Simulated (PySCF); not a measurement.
# SnCl: bond curves at several levels of theory

One job finds the state of SnCl, follows it along the bond with each method and fits the curves.

The runs use PySCF 2.14.0; Sn cc-pVDZ-PP with ECP28, Cl cc-pV(D+d)Z, scalar-relativistic core potentials.

**1. Set-up**

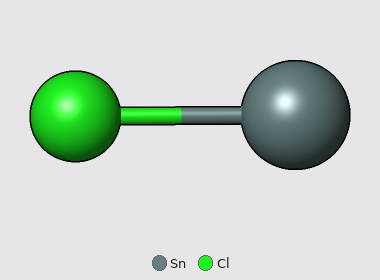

The two atoms at the starting distance (tin teal, chlorine green).

A driver script around PySCF takes these settings:

| Item | Value |
| --- | --- |
| atoms | Sn, Cl |
| charge | 0 |
| basis | Sn cc-pVDZ-PP with ECP28, Cl cc-pV(D+d)Z |
| Hamiltonian | scalar-relativistic core potentials |
| basis functions | 46 |
| electrons treated | 39 |
| masses in u | 119.9022, 34.9689 |
| levels | PBE0, PBE, r²SCAN, LDA, TPSS, PBEsol, HF, MP2, SCS-MP2, CCSD, CCSD(T) |
| grid | 80 radial by 434 angular points |
| occupations | held fixed by the projection of orbital angular momentum |
| dissociation limit | Sn + Cl, each in its ground configuration |
| starting distance in angstrom | 2.320 |
| values of 2S to try | 1, 3 |

Run with:

```console
$ OMP_NUM_THREADS=1 python dia.py task.json out
```

Further steps of the session: PBE0 along the bond; Higher solutions at PBE0; PBE (GGA); r²SCAN; LDA (local density); TPSS (meta-GGA); PBEsol; UHF (mean field); Correlated methods on the Hartree–Fock reference.

Q: Predict the outcome of this session. Wanted: for each run, Re; ωe; De; μ.

As calculated:

Lowest PBE0 solution found, without spin–orbit coupling: ²Π (doublet), unpaired electrons π ↑. State 2 has its PBE0 minimum 3.38 eV higher. The other levels ran on the lowest alone.

```csv
level,Re (Å),ωe (cm⁻¹),De (eV),μ (D)
UHF,2.415,339,2.48,-3.49
UHF-MP2,2.398,351,3.45,n/a
UHF-SCS-MP2,2.406,346,3.35,n/a
UHF-CCSD,2.406,346,3.22,n/a
UHF-CCSD(T),2.408,344,3.32,n/a
LDA,2.379,353,4.59,-2.38
PBE,2.419,333,4.01,-2.72
PBEsol,2.397,344,4.22,-2.56
TPSS,2.417,335,3.93,-2.80
r²SCAN,2.402,343,3.91,-2.82
PBE0,2.398,345,3.81,-2.93
```

De is counted to Sn + Cl in their ground configurations. A positive dipole means Sn(−)Cl(+).

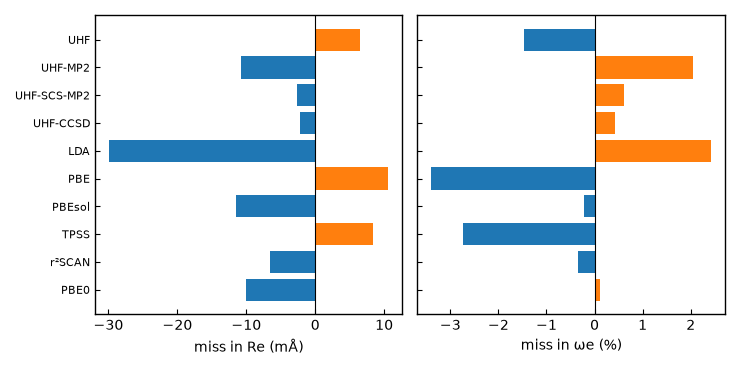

How far each level lies from CCSD(T) in the same basis.

In words: Against CCSD(T) in the same basis, the bond length is nearest at UHF-CCSD (-2 mÅ) and farthest at LDA (-30 mÅ); the wavenumber is nearest at PBE0 (+0.1 %) and farthest at PBE (-3.4 %). CCSD(T) in a basis this small is itself some way from its limit, more so than the functionals. Among the levels with a De in the table, it runs from 2.48 eV (UHF) to 4.59 eV (LDA).

Correlated steps freeze 9 core orbitals. These are scalar-relativistic numbers at best; spin–orbit coupling would shift them, the dissociation energy most. At some levels the lowest empty orbital lies below the highest filled one (the two can be of opposite spin).
